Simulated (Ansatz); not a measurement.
The starting structures come from a database of crystals and need not be the phases stable at ambient conditions.

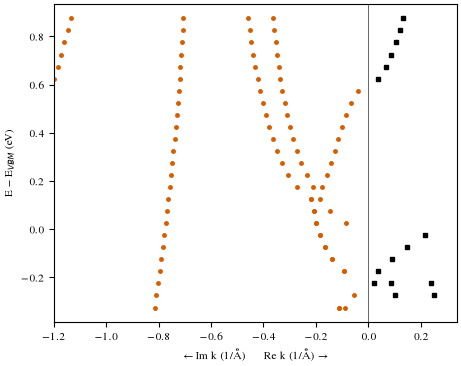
Figure. Complex bands at the centre of the two-dimensional zone; r2SCAN (Ansatz, a first-principles code)

The gap is the functional's own, uncorrected, and κ follows it; spin-orbit coupling is left out. Mid-gap means the computed energy nearest the middle.

**Question.** This is HgTe (P3_221, 6 atoms a cell, 30.3 Å³ an atom) along the normal of (001). Read off the slowest decay at the centre of the two-dimensional zone at 0.33 eV, the computed energy nearest the middle of the gap.

**Answer.** κ ≈ 0.13 1/Å, a decay length 1/(2κ) of the density of 3.9 Å.
